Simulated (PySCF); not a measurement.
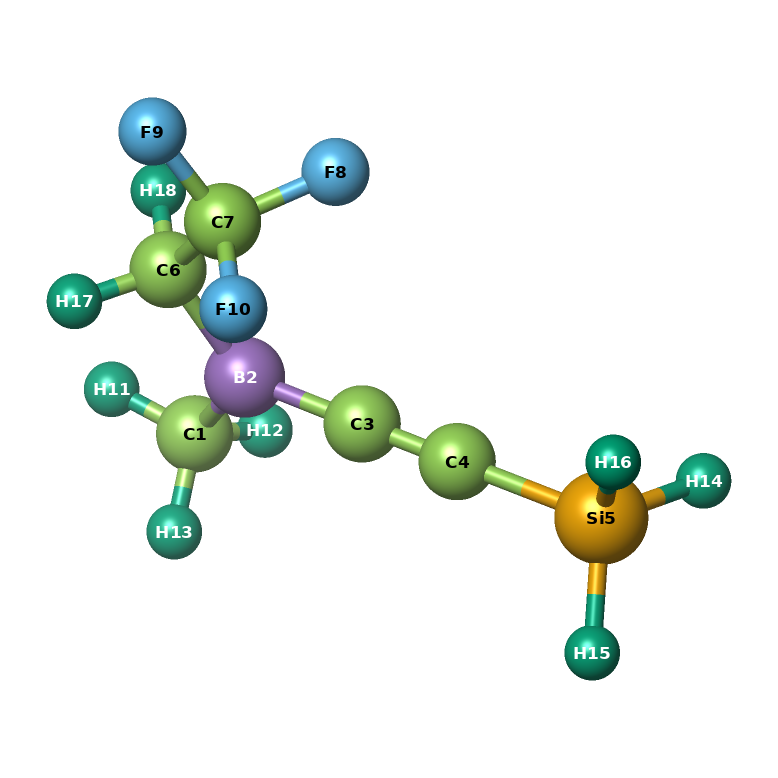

The geometry was computed by an optimisation with GFN2-xTB. No frequency run is at hand to confirm it as a minimum. Electric field gradients from the ground-state density, PBE0/pcSseg-1 (PySCF 2.14.0), non-relativistic apart from any core potentials.

Give the largest field-gradient component, the quadrupole coupling constant and the asymmetry for 11B at B2 (Q = 40.59 mb), 2H at H11 (Q = 2.86 mb), 2H at H12 (Q = 2.86 mb), 2H at H13 (Q = 2.86 mb), 2H at H14 (Q = 2.86 mb).

```csv
atom,V_zz (a.u.),e²qQ/h (MHz),η
B2,0.540,5.15,0.13
H11,0.321,0.216,0.01
H12,0.319,0.214,0.01
H13,0.319,0.214,0.01
H14,0.160,0.107,0.01
```

The geometry is semi-empirical. Around B, Si such bond lengths and angles can be off by a tenth of an ångström or more and by several degrees, and values that hang on the shape move with them.
